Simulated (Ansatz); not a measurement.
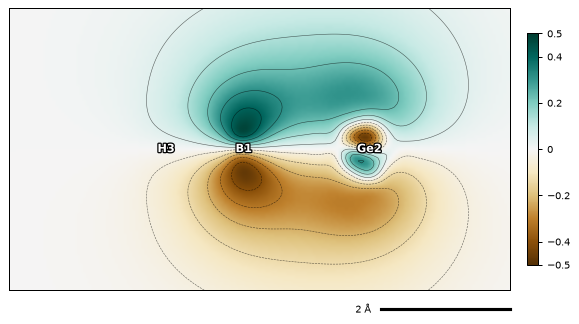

*BGeH (triplet). The HOMO (α) on a plane that holds the molecular axis (values in Å⁻³ᐟ²; the overall sign is arbitrary).*

Geometry: PBE0-D3(BJ)/def2-SVP.

All numbers below come from isolated molecule in a Gaussian basis; Kohn-Sham density functional theory, functional PBE0 (Ansatz).

Q: What is the character of this orbital?

A: Its weight (Hirshfeld) is mainly on Ge2 (about 55 %) and B1 (about 45 %); π-bonding across Ge2–B1. It is one of a degenerate set, so its orientation is arbitrary. Its energy is −6.42 eV.
